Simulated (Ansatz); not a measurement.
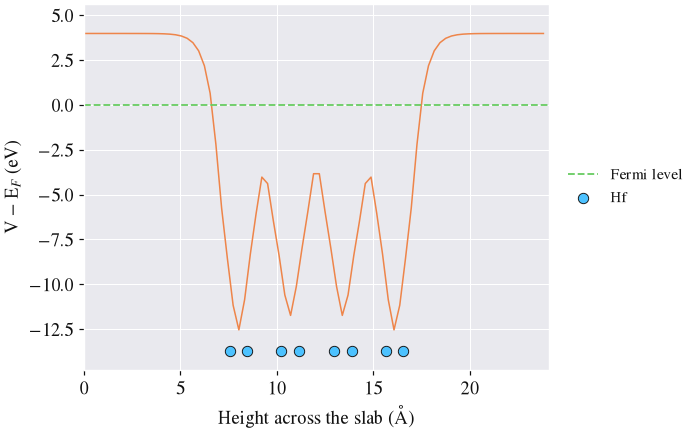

Plane-averaged electrostatic potential energy of an electron across the slab; circles at the bottom mark the heights of the atoms.

This input was run:

```
crystal:
  lattice:
    - [3.1602335628, 0.0, 0.0]
    - [0.0, 4.9962247069, 0.0]
    - [0.0, 0.0, 24.122808491]
  atoms:
    - { symbol: Hf, position: [0.0, 0.25, 0.3149638431] }
    - { symbol: Hf, position: [0.5, 0.75, 0.3509660117] }
    - { symbol: Hf, position: [0.5, 0.25, 0.4233828771] }
    - { symbol: Hf, position: [0.0, 0.75, 0.4629087722] }
    - { symbol: Hf, position: [0.0, 0.25, 0.5370912186] }
    - { symbol: Hf, position: [0.5, 0.75, 0.5766171106] }
    - { symbol: Hf, position: [0.5, 0.25, 0.6490339909] }
    - { symbol: Hf, position: [0.0, 0.75, 0.6850361758] }
basis:
  ecutwfc: 420
kpoints:
  mp_grid: { grid: [11, 7, 1] }
  band_path:
    path: [[0.5, 0, 0], [0, 0, 0], [0, 0.5, 0], [0.5, 0.5, 0], [0, 0, 0]]
    npoints: 12
hamiltonian:
  xc: pbesol
scf:
  occupations: { method: gaussian, width: 0.1 }
  n_extra_bands: 22
output:
  forces: true
  eigenvalues: true
  populations: true
  fatbands: true
efield:
  axis: 3
  dipole_correction: true
  ramp_width: 0.04
```

Run as:
```bash
ansatz run input.yaml --threads 2 --pin off --max-ram 5632MiB --backend cpu --events-out ev --progress --plain --runs-dir out
```

Question: Read off the work function of each face.

Answer: The work function is 3.98 eV, the same on both faces. The two vacuum levels agree, so the slab has no net dipole along its normal.

Question: How thick are slab and vacuum?

Answer: The outermost atoms are 8.9 Å apart, which leaves 15.2 Å of vacuum in a cell 24.1 Å high.

Spin-orbit coupling is left out, which matters for Hf.
